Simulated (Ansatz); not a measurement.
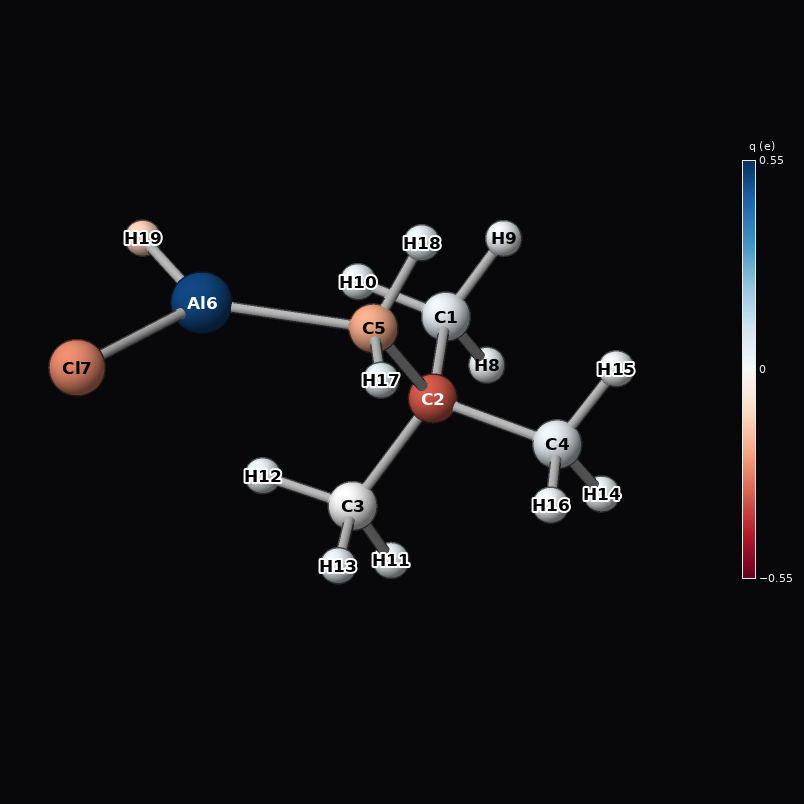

Atoms are coloured by their Mulliken charges. Computed geometry: PBE-D4/def2-SVP optimisation. No frequency run is at hand to confirm it as a minimum. Method: RKS PBE-D4/def2-SVP (Ansatz 0.2.0).

List the Mulliken charges.

| atom | value (e) |
| --- | --- |
| C1 | 0.04 |
| C2 | −0.34 |
| C3 | 0.00 |
| C4 | 0.04 |
| C5 | −0.21 |
| Al6 | 0.50 |
| Cl7 | −0.26 |
| H8 | 0.02 |
| H9 | 0.02 |
| H10 | 0.04 |
| H11 | 0.03 |
| H12 | 0.04 |
| H13 | 0.04 |
| H14 | 0.02 |
| H15 | 0.02 |
| H16 | 0.02 |
| H17 | 0.05 |
| H18 | 0.04 |
| H19 | −0.13 |

Mulliken values depend strongly on the basis set and can even reverse the polarity of a bond.
